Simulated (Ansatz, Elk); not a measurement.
**How far do independent atoms describe AlAsS4?**

The structure of AlAsS4 used here is made up (a known structure type with other elements) and was relaxed beforehand with PBEsol. The aim is the Fourier transform of its all-electron density, F(hkl), set beside the sum over free spherical atoms that refinements use.

Method: DFT, PBE, all-electron APW+lo, Dirac cores, scalar-relativistic bands, static density, no spin, in Elk 11.2.3 (patched build).

The structure was built from a prototype and need not be the compound's stable phase.

### 1. Starting point

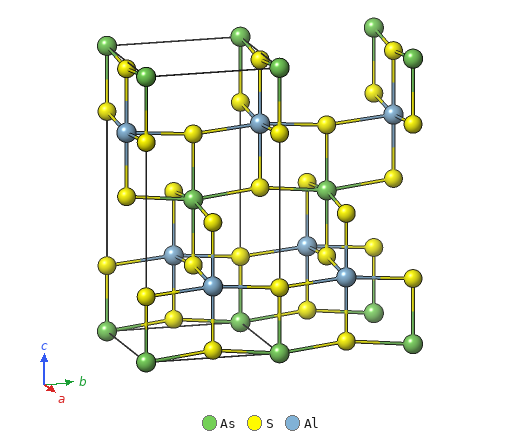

The starting structure, seen slightly off an axis (arsenic green, sulfur yellow, aluminium light blue). 1×2×1 cells are drawn. This picture shows the conventional cell, with its axes. Some periodic images of atoms are drawn too.

### 2. Ground state and structure factors

An all-electron density is needed, since X-rays see the cores too. Task 0 finds the density and task 195 Fourier-transforms it; tshift is off so that phases refer to the origin typed.

elk.in reads:

```
tasks
  0
  195

xctype
  20

spinpol
  .false.

rgkmax
  7.0

gmaxvr
  14.0

lmaxo
  7

lmaxapw
  8

swidth
  0.002

tshift
  .false.

ramdisk
  .false.

hmaxvr
  5.5

maxscl
  120

epspot
  1e-06

sppath
  './'

avec
  -4.57418176848 4.57418176848 9.65234988026
  4.57418176848 -4.57418176848 9.65234988026
  4.57418176848 4.57418176848 -9.65234988026

atoms
  3
  'As.in'
  1
  0.0000000000 0.0000000000 -0.0000000000   0.000000 0.000000 0.000000
  'S.in'
  4
  0.5260411076 0.0260411076 0.5000000000   0.000000 0.000000 0.000000
  0.7702379513 0.7702379513 0.0000000000   0.000000 0.000000 0.000000
  0.2297620487 0.2297620487 0.0000000000   0.000000 0.000000 0.000000
  0.9739588924 0.4739588924 0.5000000000   0.000000 0.000000 0.000000
  'Al.in'
  1
  0.7500000000 0.2500000000 0.5000000000   0.000000 0.000000 0.000000

ngridk
  7 7 7
```

On the command line:

```console
$ OMP_NUM_THREADS=4 elk
```

Numbers of over 12 decimals in the logs are rounded to 6 here.

The program printed:

```text
┌─────────────────────────┐
│ Elk code version 11.2.3 │
└─────────────────────────┘

All units are atomic (Hartree, Bohr, etc.)

┌─────────────────────────────────────────────────┐
│ Ground-state run starting from atomic densities │
└─────────────────────────────────────────────────┘

Lattice vectors :
  -4.574181768       4.574181768       9.652349880
   4.574181768      -4.574181768       9.652349880
   4.574181768       4.574181768      -9.652349880

Reciprocal lattice vectors :
 -0.1148717999E-17  0.6868097537      0.3254743863
  0.6868097537     -0.1148717999E-17  0.3254743863
  0.6868097537      0.6868097537      0.1526892357E-17

Unit cell volume      :    807.8298271
Brillouin zone volume :   0.3070575078

Muffin-tin inner radius fraction :   0.1000000000E-01

Nuclei treated as point charges

Species : 1 (As)
 parameters loaded from : As.in
 name : arsenic
 nuclear charge    :   -33.00000000
 electronic charge :    33.00000000
 atomic mass :    136573.7220
 muffin-tin radius :    2.288080365
 number of radial points in muffin-tin :    993
 inner part over the whole radius :   0.9844131742E-02
 number on inner part of muffin-tin    :    701
 approximate nuclear radius :   0.7712558785E-04
 number of mesh points to nuclear radius :    342
 atomic positions (lattice), magnetic fields (Cartesian) :
  1 :   0.00000000  0.00000000  0.00000000    0.00000000  0.00000000  0.00000000

Species : 2 (S)
 parameters loaded from : S.in
 name : sulphur
 nuclear charge    :   -16.00000000
 electronic charge :    16.00000000
 atomic mass :    58450.91931
 muffin-tin radius :    2.085718945
 number of radial points in muffin-tin :    793
 inner part over the whole radius :   0.9859452373E-02
 number on inner part of muffin-tin    :    553
 approximate nuclear radius :   0.6195814986E-04
 number of mesh points to nuclear radius :    251
 atomic positions (lattice), magnetic fields (Cartesian) :
  1 :   0.52604111  0.02604111  0.50000000    0.00000000  0.00000000  0.00000000
  2 :   0.77023795  0.77023795  0.00000000    0.00000000  0.00000000  0.00000000
  3 :   0.22976205  0.22976205  0.00000000    0.00000000  0.00000000  0.00000000
  4 :   0.97395889  0.47395889  0.50000000    0.00000000  0.00000000  0.00000000

Species : 3 (Al)
 parameters loaded from : Al.in
 name : aluminium
 nuclear charge    :   -13.00000000
 electronic charge :    13.00000000
 atomic mass :    49184.33496
 muffin-tin radius :    2.187740232
 number of radial points in muffin-tin :    793
 inner part over the whole radius :   0.9837909658E-02
 number on inner part of muffin-tin    :    552
 approximate nuclear radius :   0.5839653600E-04
 number of mesh points to nuclear radius :    244
 atomic positions (lattice), magnetic fields (Cartesian) :
  1 :   0.75000000  0.25000000  0.50000000    0.00000000  0.00000000  0.00000000

Total number of atoms per unit cell :    6
Total muffin-tin volume :    246.0628016
 ratio of muffin-tin to unit cell volume :   0.3045973215

Spin treatment :
 spin-unpolarised

Number of Bravais lattice symmetries :   16
Number of crystal symmetries         :    8
Crystal has no inversion symmetry
Complex Hermitian eigensolver will be used

k-point grid :      7     7     7
k-point offset :    0.000000000       0.000000000       0.000000000
k-point set is reduced with full crystal symmetry group
Total number of k-points :       58

Muffin-tin radius times maximum |G+k| :    7.000000000
 using average radius
Maximum |G+k| for APW functions       :    3.276464218
Maximum (1/2)|G+k|²                   :    5.367608886
Maximum |G| for potential and density :    14.00000000
Constant for pseudocharge density :    8
 order of it for each species :   15  15  15
 order of it for pair densities of each species (exact exchange by exxq0 0: 16) :   11   9  10
Radial integration step length :    1

G-vector grid sizes :     54    54    54
Number of G-vectors :    37451

Maximum angular momentum used for
 APW functions            :    8
[...]
total energy                :     -4102.8055076375

Density of states at Fermi energy :    58.99241561
 (states/Hartree/unit cell)

Estimated indirect band gap :   0.7422263241E-03
 from k-point 54 to k-point 50
Estimated direct band gap   :   0.4919941153E-02
 at k-point 30

Charges :
 core                        :    62.00000000
 valence                     :    48.00000000
 interstitial                :    11.00064180
 muffin-tins (core leakage)
  species : 1 (As)
[...]
species : 2 (S)
[...]
species : 3 (Al)
[...]
total in muffin-tins        :    98.99935820
 total calculated charge     :    109.9972128
 total charge                :    110.0000000
 error                       :   0.2787181450E-02

RMS change in Kohn-Sham potential (target) :   0.4707612997     (  0.1000000000E-05)
Absolute change in total energy (target)   :   0.8180994871     (  0.1000000000E-03)

[... loops 3 to 14 left out ...]

┌──────────────────┐
│ Loop number : 15 │
└──────────────────┘

Energies :
 Fermi                       :     0.163580
 sum of occupied eigenvalues :     -2330.9033970700
 electron kinetic            :      4159.0715685405
 core electron kinetic       :      3861.4641948856
 Coulomb                     :     -8054.6923272529
 Coulomb potential           :     -6224.1576274460
 nuclear-nuclear             :     -542.70085086676
 electron-nuclear            :     -8809.9462164076
 Hartree                     :      1297.9547400215
 Madelung                    :     -4942.6135135298
 xc potential                :     -265.81733816452
 exchange                    :     -200.42991840726
 correlation                 :     -4.675639
 electron entropic           :    -0.14291534297868E-02
 total energy                :     -4100.7277451834

Density of states at Fermi energy :    112.1085493
 (states/Hartree/unit cell)

Estimated indirect band gap :   0.4788800597E-03
 from k-point 34 to k-point 20
Estimated direct band gap   :   0.4514251545E-02
 at k-point 37

Charges :
 core                        :    62.00000000
 valence                     :    48.00000000
 interstitial                :    10.99200935
 muffin-tins (core leakage)
  species : 1 (As)
[...]
species : 2 (S)
[...]
species : 3 (Al)
[...]
total in muffin-tins        :    99.00799065
 total calculated charge     :    109.9972263
 total charge                :    110.0000000
 error                       :   0.2773704342E-02

RMS change in Kohn-Sham potential (target) :   0.2750209235E-06 (  0.1000000000E-05)
Absolute change in total energy (target)   :   0.4681952396E-04 (  0.1000000000E-03)

Convergence targets achieved

┌──────────────────┐
│ Loop number : 16 │
└──────────────────┘

Energies :
 Fermi                       :     0.163580
 sum of occupied eigenvalues :     -2330.9033949662
 electron kinetic            :      4159.0715689538
 core electron kinetic       :      3861.4641953033
 Coulomb                     :     -8054.6923267647
 Coulomb potential           :     -6224.1576302961
 nuclear-nuclear             :     -542.70085086676
 electron-nuclear            :     -8809.9462123767
 Hartree                     :      1297.9547364788
 Madelung                    :     -4942.6135116167
 xc potential                :     -265.81733362389
 exchange                    :     -200.42991829361
 correlation                 :     -4.675639
 electron entropic           :    -0.14291536578426E-02
 total energy                :     -4100.7277441773

Density of states at Fermi energy :    112.1085604
 (states/Hartree/unit cell)

Estimated indirect band gap :   0.4788831071E-03
 from k-point 34 to k-point 20
Estimated direct band gap   :   0.4514267942E-02
 at k-point 37

Charges :
 core                        :    62.00000000
 valence                     :    48.00000000
 interstitial                :    10.99200927
 muffin-tins (core leakage)
  species : 1 (As)
[...]
species : 2 (S)
[...]
atom 3                    :    14.16740421     (  0.1501790828E-03)
   atom 4                    :    14.18127750     (  0.1503897204E-03)
  species : 3 (Al)
   atom 1                    :    11.23660552     (  0.4991350605E-03)
 total in muffin-tins        :    99.00799073
 total calculated charge     :    109.9972263
 total charge                :    110.0000000
 error                       :   0.2773704651E-02

┌──────────────────────────────┐
│ Self-consistent loop stopped │
└──────────────────────────────┘

Warning : core states of species 1 leak from the muffin-tin :   0.2768846636E-03

Warning : core states of species 2 leak from the muffin-tin :   0.1503897204E-03

Warning : core states of species 3 leak from the muffin-tin :   0.4991350605E-03

Wrote STATE.OUT
```

It took 59 s on 4 threads of INTEL XEON PLATINUM 8581C at 2.10GHz (Emerald Rapids), shared host; peak memory 0.23 GiB; 3.3 min of CPU time.

SFACRHO.OUT:

```text

h k l indices transformed by vhmat matrix:
   1.000000000       0.000000000       0.000000000    
   0.000000000       1.000000000       0.000000000    
   0.000000000       0.000000000       1.000000000    

      h      k      l  multipl.   |H|            Re(F)            Im(F)           |F|

      0      0      0      1   0.0000000       110.00000      0.76589715E-15   110.00000    
     -1     -1      1      2  0.65094877       18.492008     -0.23263739E-15   18.492008    
      0     -1      0      4  0.76002711       33.249953      -15.411393       36.647925    
      0      1      0      4  0.76002711       33.249953       15.411393       36.647925    
      0      0     -1      4  0.97129567       18.167065      0.10228258E-13   18.167065    
     -1     -1      0      8   1.1692517      -8.8444069      0.72935148E-14   8.8444069    
      2      1     -2      4   1.1937796       18.061548       1.7880721       18.149841    
     -1     -2      1      4   1.1937796       18.061548      -1.7880721       18.149841    
     -2     -2      2      2   1.3018975       73.362795     -0.90310422E-14   73.362795    
     -1      1      1      4   1.3736195       79.019780      0.10078517E-14   79.019780    
      0      2     -2      4   1.5200542       16.041290      0.89799665E-01   16.041542    
      0      2      0      4   1.5200542       16.041290     -0.89799665E-01   16.041542    
     -1      0     -1      8   1.5698636       27.548434      -12.000946       30.048942    
      0     -1     -1      8   1.5698636       27.548434       12.000946       30.048942    
      2      2     -1      8   1.6243006       17.829968     -0.15922582E-13   17.829968    
      3      2     -2      4   1.7663655       35.325224      -22.184719       41.713705    
      3      2     -3      4   1.7663655       35.325224       22.184719       41.713705    
     -3      0      1      8   1.8198737       16.391151     -0.93308509       16.417688
```

Elk indexes on the primitive cell of elk.in and gives |H| = 4π sin θ/λ in inverse bohr. Below, one row stands for each form hkl of the conventional cell (m members, Friedel mates merged), F is for one primitive cell and the density is static (no thermal factor). Free-atom factors are Waasmaier and Kirfel's, and R is Σm||F|−|F'||/Σm|F|.

```csv
hkl,m,sin θ/λ (Å⁻¹),"abs F, DFT",neutral atoms,diff.,abs of complex diff.
002,2,0.098,18.492,18.695,-0.203,0.203
101,8,0.114,36.648,36.713,-0.065,0.124
110,4,0.146,18.167,18.331,-0.163,0.163
112,8,0.176,8.844,8.389,+0.456,0.456
103,8,0.179,18.150,18.411,-0.261,0.395
004,2,0.196,73.363,73.029,+0.333,0.333
200,4,0.207,79.020,78.775,+0.245,0.245
202,8,0.229,16.042,15.972,+0.069,0.113
211,16,0.236,30.049,29.971,+0.078,0.078
114,8,0.244,17.830,17.664,+0.166,0.166
105,8,0.266,41.714,41.751,-0.037,0.136
213,16,0.274,16.418,16.556,-0.138,0.230
204,8,0.285,61.932,62.233,-0.301,0.304
220,4,0.292,67.348,67.598,-0.249,0.249
```

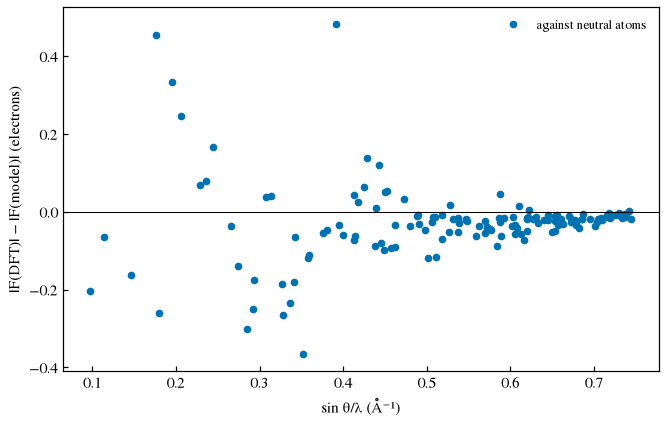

Difference between the calculated structure factors and the independent-atom ones.

### 3. The highest occupied states alone

An energy window below the Fermi level keeps the highest occupied states, to see at which angles they scatter; shallow core shells can lie inside it and anion s states outside. No new self-consistency is needed.

Changes to elk.in since step 2:

```diff
@@ -1,3 +1,2 @@
 tasks
-  0
   195
@@ -40,2 +39,5 @@
 
+wsfac
+  -0.387660 0.463580
+
 sppath
```

On the command line:

```console
$ OMP_NUM_THREADS=4 elk
```

The program printed:

```text
┌─────────────────────────────────┐
│ Elk code version 11.2.3 started │
└─────────────────────────────────┘

Info(readinput): the functional depends on the density's gradient
 muffin-tin radial points multiplied by    2.00000
 (not where nrmtscf is given)

┌────────────────────┐
│ Current task : 195 │
└────────────────────┘
Info(checkmt): changed muffin-tin radius of species 1 (As) from   2.4000 to   2.2881
Info(checkmt): changed muffin-tin radius of species 2 (S) from   2.2000 to   2.0857
Info(checkmt): changed muffin-tin radius of species 3 (Al) from   2.2000 to   2.1877

Info(sfacrho): density structure factors written to SFACRHO.OUT

 Energy window :  -0.3876600000      0.4635800000

┌──────────────────┐
│ Elk code stopped │
└──────────────────┘
```

Elapsed: 8.2 s, on 4 threads; peak memory 0.18 GiB; 11 s of CPU time.

States within 15 eV below the Fermi level hold 31.78 electrons; any levels below the window count with the cores, and a count that is not whole means the window cuts a band. Their amplitudes can exceed the total, where window and core parts have opposite phase:

```csv
hkl,sin θ/λ (Å⁻¹),"abs F, window","abs F, all"
002,0.098,1.241,18.492
101,0.114,4.419,36.648
110,0.146,1.032,18.167
112,0.176,7.393,8.844
103,0.179,2.077,18.150
004,0.196,7.311,73.363
200,0.207,7.254,79.020
202,0.229,0.439,16.042
211,0.236,0.798,30.049
114,0.244,0.628,17.830
```

### 4. Another functional

The difference from free atoms is small, so it is set against the change that LDA (Perdew-Wang) makes.

Changes to elk.in since step 3:

```diff
@@ -1,2 +1,3 @@
 tasks
+  0
   195
@@ -4,3 +5,3 @@
 xctype
-  20
+  3
 
@@ -39,5 +40,2 @@
 
-wsfac
-  -0.387660 0.463580
-
 sppath
```

On the command line:

```console
$ OMP_NUM_THREADS=4 elk
```

The program printed:

```text
┌─────────────────────────┐
│ Elk code version 11.2.3 │
└─────────────────────────┘

All units are atomic (Hartree, Bohr, etc.)

┌─────────────────────────────────────────────────┐
│ Ground-state run starting from atomic densities │
└─────────────────────────────────────────────────┘

Lattice vectors :
  -4.574181768       4.574181768       9.652349880
   4.574181768      -4.574181768       9.652349880
   4.574181768       4.574181768      -9.652349880

Reciprocal lattice vectors :
 -0.1148717999E-17  0.6868097537      0.3254743863
[...]
species : 3 (Al)
   atom 1                    :    11.25911189     (  0.5289915043E-03)
 total in muffin-tins        :    98.97372491
 total calculated charge     :    109.9972208
 total charge                :    110.0000000
 error                       :   0.2779188382E-02

┌──────────────────────────────┐
│ Self-consistent loop stopped │
└──────────────────────────────┘

Warning : core states of species 1 leak from the muffin-tin :   0.2798803569E-03

Warning : core states of species 2 leak from the muffin-tin :   0.1451874109E-03

Warning : core states of species 3 leak from the muffin-tin :   0.5289915043E-03

Wrote STATE.OUT
[key lines of the parts left out:]
total energy                :     -4092.0424196262
```

Wall time 47 s (4 threads); peak memory 0.21 GiB; 2.7 min of CPU time.

Against the first run R = 0.10 %; the largest change is -0.072 at 112.

### 5. Basis size

A smaller basis shows how fast F responds to it; the change is likely larger than the basis error of the first run, but doesn't show convergence.

Changes to elk.in since step 4:

```diff
@@ -5,3 +5,3 @@
 xctype
-  3
+  20
 
@@ -11,3 +11,3 @@
 rgkmax
-  7.0
+  5.5
```

On the command line:

```console
$ OMP_NUM_THREADS=4 elk
```

The program printed:

```text
┌─────────────────────────┐
│ Elk code version 11.2.3 │
└─────────────────────────┘

All units are atomic (Hartree, Bohr, etc.)

┌─────────────────────────────────────────────────┐
│ Ground-state run starting from atomic densities │
└─────────────────────────────────────────────────┘

Lattice vectors :
  -4.574181768       4.574181768       9.652349880
   4.574181768      -4.574181768       9.652349880
   4.574181768       4.574181768      -9.652349880

Reciprocal lattice vectors :
 -0.1148717999E-17  0.6868097537      0.3254743863
[...]
species : 3 (Al)
   atom 1                    :    11.23092676     (  0.4991226546E-03)
 total in muffin-tins        :    98.88918186
 total calculated charge     :    109.9977190
 total charge                :    110.0000000
 error                       :   0.2280992502E-02

┌──────────────────────────────┐
│ Self-consistent loop stopped │
└──────────────────────────────┘

Warning : core states of species 1 leak from the muffin-tin :   0.2778150581E-03

Warning : core states of species 2 leak from the muffin-tin :   0.1498108328E-03

Warning : core states of species 3 leak from the muffin-tin :   0.4991226546E-03

Wrote STATE.OUT
[key lines of the parts left out:]
total energy                :     -4100.6784747252
```

Elapsed: 33 s, on 4 threads; peak memory 0.21 GiB; 94 s of CPU time.

Against the first run R = 0.04 %; the largest change is -0.049 at 220.

### 6. Settings against the effect

```csv
run,R against the first run (%),"R against neutral atoms, low angle (%)",wall time
"PBE, rgkmax 7",0.00,0.57,59 s
LDA (Perdew-Wang),0.10,0.53,47 s
rgkmax 5.5,0.04,0.57,33 s
```

### 7. Summary of results

```
R against neutral atoms, sin θ/λ < 0.3 Å⁻¹ : 0.57 %
R against neutral atoms, 0.3 to 0.74 Å⁻¹   : 0.24 %
```

Independent neutral atoms miss the calculated amplitudes by R = 0.57 % below 0.3 Å⁻¹ and 0.24 % from there to 0.74 Å⁻¹; by shells, 0.39 % below 0.15 Å⁻¹ (3 forms), 0.60 % 0.15 to 0.3 (12 forms), 0.55 % 0.3 to 0.45 (26 forms), 0.17 % above 0.45 (108 forms). Bonding, aspherical density and the tables' own atoms all enter these figures, and the runs don't part them. The largest change of an amplitude is +0.48 electrons, at 008. R counts amplitudes alone; phases shift too. The window's part falls from 31.8 electrons at the origin to at most 0.63 between 0.45 and 0.74 Å⁻¹. Below 0.3 Å⁻¹ the changes that finished (LDA (Perdew-Wang) and rgkmax 5.5) move F by R = 0.05 % at most, against the 0.57 % that separates it from free atoms. The k-mesh has no finished test. Part of the difference isn't bonding: the tables are fits to free atoms and ions calculated by other methods than this functional. Thermal motion, anomalous dispersion and extinction are left out.

[Logs are printed without paths, hosts, clocks, repeated set-up lines and the standing remarks that a program may print on its own settings, such as how far it seeks lower states.]

[Hosts, paths, dates, database ids (printed as entryN), source tags and the programs' standing remarks are cut or masked in the printed files.]
